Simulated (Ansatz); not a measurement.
# Si2H5O (SMILES O[SiH][SiH3]) at UB3LYP/6-31G(d) (spherical functions)

Aim: the electronic atomisation energy of Si2H5O at UB3LYP/6-31G* (spherical functions), from 4 runs. 

The calculation is run with Ansatz 0.2.0.

49 further runs of the same task are left out: 49 set aside as unsound or not needed.

## 1. The molecule

Si2H5O: 8 atoms, total charge 0, spin state doublet. SMILES: `O[SiH][SiH3]`. The shape is that of a PBE0-D4/def2-TZVP optimisation. This is one conformer, not always the lowest.

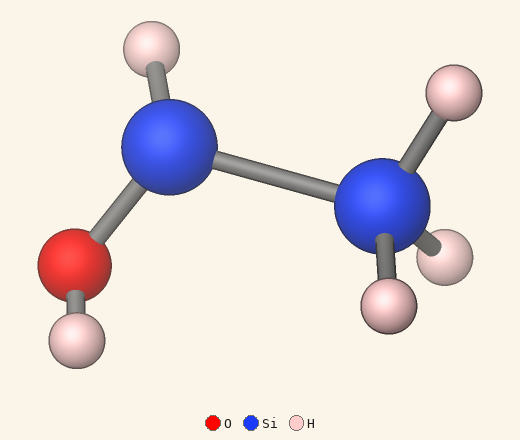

Viewed from a chosen angle; oxygen red, silicon blue, hydrogen pink.

## 2. The energy at UB3LYP/6-31G(d) (spherical functions)

Contents of in.yaml:

```yaml
crystal:
  periodic: [false, false, false]
  atoms:
    - symbol: O
      position_ang: [-0.929000, 0.938400, -1.717100]
    - symbol: Si
      position_ang: [0.090400, 1.134000, -0.425000]
    - symbol: Si
      position_ang: [0.314200, -0.774200, 0.917600]
    - symbol: H
      position_ang: [-1.805900, 0.598400, -1.530300]
    - symbol: H
      position_ang: [1.378700, 1.582300, -1.024400]
    - symbol: H
      position_ang: [1.190000, -0.426800, 2.069000]
    - symbol: H
      position_ang: [0.883900, -1.960400, 0.216700]
    - symbol: H
      position_ang: [-1.030200, -1.148700, 1.437600]
basis:
  gaussian: {orbitals: 6-31G_st_-spherical.json}
magnetization: {spin_polarized: true, initial_magnetization: 1}
hamiltonian: {xc: {name: B3LYP}}
accuracy: high
output: {orbitals: {seedname: orbitals}}
```

The basis set 6-31G* is read from a file made from the Basis Set Exchange's data (not shown).

Launch:

```bash
$ ansatz run in.yaml --threads 1 --pin off --max-ram 3480MiB --events-out events.jsonl --progress --plain --runs-dir runs
```

The program printed:

```text
Warning: RAYON_NUM_THREADS=1 ignored (pool sized by the plan → 1); use --threads N
Functional definition: B3LYP
  name "B3LYP"
  parameter a0 = 0.2
  parameter ax = 0.72
  parameter ac = 0.81
  exchange = (1 - a0 - ax)*slater_x + ax*b88_x + a0*exact_x
  correlation = (1 - ac)*vwn_rpa_c + ac*lyp_c
1322 factors; integrals over basis functions are off by at most 6.7e-9 eV
mean field evaluation 1: about -17878.5883 eV, gradient 3.5e1 eV
mean field evaluation 2: about -17863.3979 eV, gradient 7.0e1 eV
mean field evaluation 4: about -17882.8623 eV, gradient 1.5e0 eV
mean field evaluation 8: about -17883.0321 eV, gradient 4.3e-2 eV
mean field evaluation 16: about -17883.0321 eV, gradient 5.6e-5 eV
mean field -17883.03209746 eV, -657.1893080271 hartree, gradient 2.7e-8 eV, S^2 0.752019; 0 other end points of the search recorded, 0 dependent functions left out
reference -17883.03213914 eV, -657.1893095590 hartree; 21, 20 occupied and 39, 40 virtual orbitals, 1322 factors
Total energy: -17883.03213914 eV, -657.1893095590 hartree
```

It took 7.5 s on 1 thread of Arm Neoverse V2, shared host; peak memory 0.26 GiB.

## 3. The H atom at the same level

Contents of job.yaml:

```yaml
crystal:
  periodic: [false, false, false]
  atoms:
    - {symbol: H, position_ang: [0.000000, 0.000000, 0.000000]}
basis:
  gaussian: {orbitals: "6-31G*"}
magnetization: {spin_polarized: true, initial_magnetization: 1}
hamiltonian: {xc: {name: B3LYP}}
accuracy: high
```

Run the same way, it converges to -0.50027 Eh (log not shown).

## 4. The O atom at the same level

Contents of job.yaml:

```yaml
crystal:
  periodic: [false, false, false]
  atoms:
    - {symbol: O, position_ang: [0.000000, 0.000000, 0.000000]}
basis:
  gaussian: {orbitals: 6-31G_st_-spherical.json}
magnetization: {spin_polarized: true, initial_magnetization: 2}
hamiltonian: {xc: {name: B3LYP}}
accuracy: high
```

The basis set 6-31G* is read from a file made from the Basis Set Exchange's data (not shown).

Run the same way, it converges to -75.05940 Eh (log not shown).

## 5. The Si atom at the same level

Contents of molecule.yaml:

```yaml
crystal:
  periodic: [false, false, false]
  atoms:
    - {symbol: Si, position_ang: [0.000000, 0.000000, 0.000000]}
basis:
  gaussian:
    orbitals: 6-31G_st_-spherical.json
magnetization:
  spin_polarized: true
  initial_magnetization: 2
hamiltonian:
  xc: {name: B3LYP}
accuracy: high
```

The basis set 6-31G* is read from a file made from the Basis Set Exchange's data (not shown).

Run the same way, it converges to -289.36979 Eh (log not shown).

## 6. Summary of results

At UB3LYP/6-31G* (spherical functions):

| quantity | value |
| --- | --- |
| molecule: total energy | -657.18931 Eh |
| molecule: HOMO energy (highest over α and β) | -5.25 eV |
| molecule: LUMO energy (lowest over α and β) | -2.48 eV |
| molecule: ⟨S²⟩ | 0.752 |
| H atom: total energy | -0.50027 Eh |
| H atom: ⟨S²⟩ | 0.750 |
| O atom: total energy | -75.05940 Eh |
| O atom: ⟨S²⟩ | 2.002 |
| Si atom: total energy | -289.36979 Eh |
| Si atom: ⟨S²⟩ | 2.002 |
| electronic atomisation energy | 24.190 eV |

Taking the molecule apart into free atoms costs 24.19 eV (558 kcal/mol), before zero-point energy and without spin-orbit coupling.
